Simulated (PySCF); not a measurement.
C₄H₃AlN₂: geometry relaxation

- system: C₄H₃AlN₂, SMILES C#[N+][AlH2-][C]#CC#N
- method: PBE0-D3(BJ)/def2-SVP geometry optimisation, gas phase (PySCF 2.14.0)

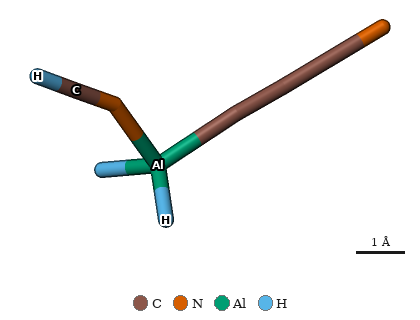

*The input geometry (stick view, seen at a tilt). Sticks mark near contacts.*

Input file
```
{"job": {"xc": "PBE0", "basis": "def2-SVP", "d3": "d3bj", "grid": 1, "shake": 0.01, "kind": "geom"}, "charge": 0, "multiplicity": 1}
C     -1.499660     2.538880    -0.247200
N     -1.081190     1.529880    -0.052050
Al    -1.244740    -0.415200     0.391500
C      0.701620    -0.950200     0.439190
C      1.819260    -1.364970     0.478180
C      3.110600    -1.783540     0.534170
N      4.217220    -2.148830     0.576640
H     -1.902220     3.534030    -0.445610
H     -2.091550    -0.772550    -0.824200
H     -1.978920    -0.188430     1.757080
```

The first line tells a small driver script what to run in PySCF; the rest is the geometry in Å.

Hardware: 1 CPU thread, shared host.

Command:
```bash
OMP_NUM_THREADS=1 python <driver script> task.json out
```

What the program printed
```
step   0  E = -505.35050184  max force = 0.115043
step   1  E = -505.36215953  max force = 0.017683
step   2  E = -505.36289270  max force = 0.004955
step   3  E = -505.36373917  max force = 0.013869
step   4  E = -505.36424824  max force = 0.013506
step   5  E = -505.36455647  max force = 0.004625
step   6  E = -505.36462563  max force = 0.001410
step   7  E = -505.36464060  max force = 0.001121
step   8  E = -505.36464942  max force = 0.000266
optimisation converged
```

Trajectory as extended XYZ (Å, eV, eV/Å), 9 frames, from step=0 to step=8
```
10
Properties=species:S:1:pos:R:3:forces:R:3 step=0 energy=-13751.28758
C    -1.4997    2.5389   -0.2472   -2.0714   5.9157  -1.1927
N    -1.0812    1.5299   -0.0520    1.7913  -4.9731   0.9942
Al   -1.2447   -0.4152    0.3915    1.4783  -0.1865   0.5897
C     0.7016   -0.9502    0.4392   -4.4853   1.2859  -0.1521
C     1.8193   -1.3650    0.4782    2.7448  -0.8260   0.1287
C     3.1106   -1.7835    0.5342    1.1361  -0.4745   0.0083
N     4.2172   -2.1488    0.5766   -0.2786   0.1157  -0.0022
H    -1.9022    3.5340   -0.4456    0.1693  -0.3517   0.0795
H    -2.0915   -0.7725   -0.8242   -0.4319  -0.4210  -0.8583
H    -1.9789   -0.1884    1.7571   -0.0527  -0.0846   0.4049
10
Properties=species:S:1:pos:R:3:forces:R:3 step=1 energy=-13751.60480
C    -1.5677    2.6584   -0.2529    0.5312  -0.9093   0.1483
N    -1.1937    1.5864   -0.0400   -0.4818   0.8311  -0.1249
Al   -1.2096   -0.4214    0.4132    0.0198  -0.0883  -0.0937
C     0.6789   -0.9527    0.4245    0.1981  -0.0713   0.0118
C     1.8347   -1.3736    0.4634   -0.3691   0.1976  -0.0014
C     3.1313   -1.8245    0.5186   -0.0344   0.0030  -0.0049
N     4.2303   -2.2026    0.5695    0.0520  -0.0193  -0.0099
H    -1.8975    3.6661   -0.4590   -0.0332   0.0914  -0.0124
H    -2.0522   -0.8774   -0.8668    0.0775  -0.0081   0.0761
H    -1.9051   -0.2792    1.8375    0.0400  -0.0269   0.0111
10
Properties=species:S:1:pos:R:3:forces:R:3 step=2 energy=-13751.62475
C    -1.5046    2.6423   -0.2512    0.2367  -0.1221  -0.0031
N    -1.1884    1.5594   -0.0318   -0.2548   0.1465   0.0060
Al   -1.2409   -0.4486    0.4206   -0.0666  -0.0040  -0.0406
C     0.6415   -0.9543    0.4314    0.0567  -0.0161   0.0100
C     1.8023   -1.3505    0.4642   -0.0130   0.0606   0.0013
C     3.1081   -1.7769    0.5064    0.0170  -0.0138  -0.0016
N     4.2151   -2.1342    0.5441   -0.0107   0.0009  -0.0078
H    -1.7834    3.6671   -0.4634    0.0037  -0.0211   0.0091
H    -2.0681   -0.9119   -0.8589    0.0145  -0.0151   0.0156
H    -1.9323   -0.3129    1.8468    0.0165  -0.0156   0.0112
10
Properties=species:S:1:pos:R:3:forces:R:3 step=3 energy=-13751.64779
C    -1.3578    2.6034   -0.2468    0.0470   0.7132  -0.1593
N    -1.1891    1.4972   -0.0154   -0.1181  -0.6730   0.1539
Al   -1.3253   -0.5079    0.4331   -0.0221   0.0896   0.0463
C     0.5676   -0.9621    0.4452   -0.1612   0.0093  -0.0001
C     1.7434   -1.3011    0.4652    0.3041  -0.0514  -0.0102
C     3.0680   -1.6697    0.4806    0.0148  -0.0094   0.0030
N     4.1904   -1.9780    0.4914   -0.0304   0.0063   0.0012
H    -1.5011    3.6545   -0.4680    0.0067  -0.0516   0.0120
H    -2.1420   -0.9773   -0.8426   -0.0311  -0.0256  -0.0456
H    -2.0048   -0.3795    1.8654   -0.0097  -0.0074  -0.0012
10
Properties=species:S:1:pos:R:3:forces:R:3 step=4 energy=-13751.66164
C    -1.2304    2.5670   -0.2424    0.0881   0.6945  -0.1515
N    -1.2020    1.4510   -0.0003   -0.1757  -0.6674   0.1504
Al   -1.3995   -0.5475    0.4480    0.0577   0.0805   0.0504
C     0.5063   -0.9674    0.4559   -0.1547  -0.0145   0.0156
C     1.6954   -1.2593    0.4628    0.2683  -0.0470  -0.0221
C     3.0328   -1.5792    0.4571   -0.0009  -0.0052   0.0032
N     4.1658   -1.8461    0.4473   -0.0196   0.0073   0.0056
H    -1.2436    3.6260   -0.4711    0.0002  -0.0456   0.0076
H    -2.1987   -1.0341   -0.8312   -0.0471  -0.0075  -0.0472
H    -2.0768   -0.4309    1.8819   -0.0162   0.0048  -0.0121
10
Properties=species:S:1:pos:R:3:forces:R:3 step=5 energy=-13751.67003
C    -1.1186    2.5266   -0.2359    0.0713   0.2378  -0.0469
N    -1.2248    1.4135    0.0119   -0.1377  -0.2208   0.0439
Al   -1.4619   -0.5773    0.4578    0.0950   0.0448   0.0271
C     0.4561   -0.9747    0.4615   -0.0605  -0.0439   0.0082
C     1.6566   -1.2251    0.4569    0.0811  -0.0125  -0.0210
C     3.0036   -1.4997    0.4374   -0.0014  -0.0047   0.0043
N     4.1449   -1.7269    0.4151   -0.0092   0.0069   0.0057
H    -1.0074    3.5783   -0.4683   -0.0052  -0.0156   0.0006
H    -2.2639   -1.0680   -0.8211   -0.0167   0.0030  -0.0184
H    -2.1353   -0.4671    1.8929   -0.0167   0.0049  -0.0035
10
Properties=species:S:1:pos:R:3:forces:R:3 step=6 energy=-13751.67191
C    -1.1126    2.5278   -0.2354    0.0222  -0.0545   0.0166
N    -1.2412    1.4154    0.0145   -0.0526   0.0527  -0.0153
Al   -1.4651   -0.5757    0.4613    0.0725   0.0027   0.0000
C     0.4534   -0.9804    0.4603   -0.0044  -0.0206   0.0100
C     1.6555   -1.2276    0.4527   -0.0162   0.0048  -0.0118
C     3.0033   -1.4972    0.4345   -0.0007  -0.0047   0.0017
N     4.1457   -1.7186    0.4144    0.0000   0.0033   0.0039
H    -0.9821    3.5764   -0.4700   -0.0060  -0.0018  -0.0013
H    -2.2652   -1.0700   -0.8196   -0.0090   0.0114  -0.0003
H    -2.1423   -0.4704    1.8951   -0.0059   0.0067  -0.0036
10
Properties=species:S:1:pos:R:3:forces:R:3 step=7 energy=-13751.67232
C    -1.1178    2.5297   -0.2355    0.0151  -0.0576   0.0159
N    -1.2458    1.4171    0.0139   -0.0312   0.0533  -0.0148
Al   -1.4610   -0.5746    0.4600    0.0442   0.0049   0.0023
C     0.4562   -0.9827    0.4582   -0.0004  -0.0140   0.0012
C     1.6580   -1.2312    0.4510   -0.0197   0.0050  -0.0070
C     3.0056   -1.5016    0.4358    0.0004  -0.0034   0.0015
N     4.1481   -1.7231    0.4192    0.0010   0.0016   0.0026
H    -0.9891    3.5785   -0.4701   -0.0052   0.0016  -0.0013
H    -2.2679   -1.0642   -0.8188   -0.0004   0.0055  -0.0003
H    -2.1369   -0.4683    1.8943   -0.0038   0.0032  -0.0001
10
Properties=species:S:1:pos:R:3:forces:R:3 step=8 energy=-13751.67256
C    -1.1243    2.5335   -0.2354    0.0034  -0.0137   0.0037
N    -1.2542    1.4215    0.0141    0.0014   0.0113  -0.0025
Al   -1.4551   -0.5707    0.4603   -0.0059  -0.0049  -0.0034
C     0.4588   -0.9856    0.4546    0.0066   0.0049   0.0006
C     1.6599   -1.2366    0.4471   -0.0031  -0.0003   0.0014
C     3.0071   -1.5093    0.4365    0.0016  -0.0013  -0.0006
N     4.1495   -1.7313    0.4252   -0.0010  -0.0004   0.0006
H    -0.9974    3.5823   -0.4709   -0.0023   0.0011  -0.0001
H    -2.2634   -1.0588   -0.8183   -0.0024   0.0021   0.0006
H    -2.1316   -0.4654    1.8947    0.0019   0.0011  -0.0002
```

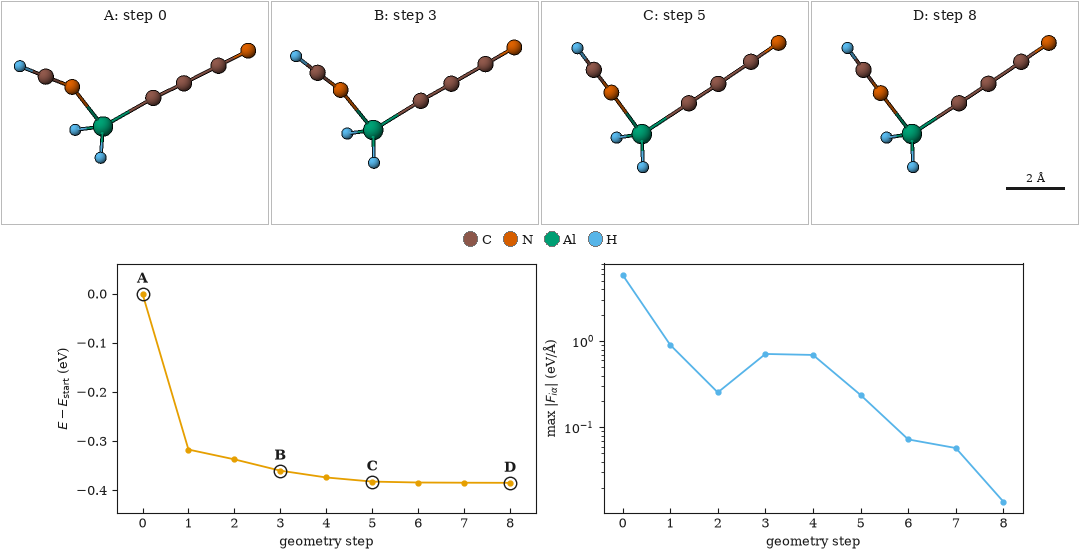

*Frames of the relaxation (ball-and-stick view, seen at a tilt) above the curves, on which the letters mark them (steps are counted from 0).*

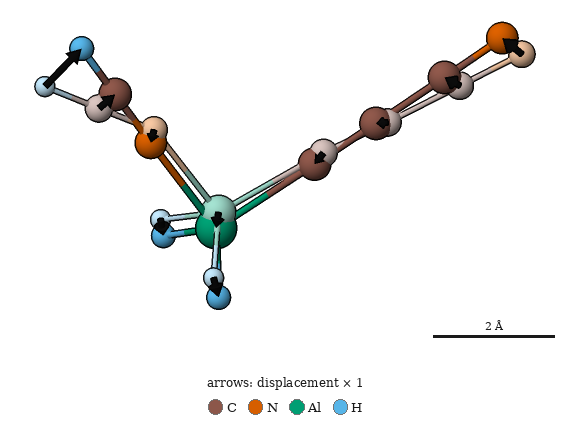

*Start (faint) and end (solid) with the displacements as black arrows, at true length (ball-and-stick view, seen at a tilt). The two geometries are laid on each other by the best rigid fit.*

The atom that moves furthest after the best rigid fit is H8 (0.88 Å). Largest moves by element: H 0.88 Å, N 0.47 Å, C 0.36 Å, Al 0.27 Å. Among the contacts that change: Al3–H9 1.524 → 1.589 Å, Al3–C4 2.019 → 1.958 Å, N2–Al3 2.002 → 2.051 Å, C1–N2 1.110 → 1.147 Å. Among the angles that change: C1–N2–Al3 153.1° → 179.1°, N2–Al3–H10 95.2° → 100.0°, Al3–C4–C5 175.0° → 179.5°. The energy falls by 0.385 eV in 8 geometry steps. Largest force component: 5.9 eV/Å at the start, 0.014 eV/Å at the end. (Atoms are counted from 1 in the order of the input.)

Summary

| quantity | value |
| --- | --- |
| outcome | converged |
| total energy | −505.364649 hartree |
| dipole moment | 8.89 D |
| point group | Cs |
| wall time | 46 s |
| peak memory | 0.46 GiB |
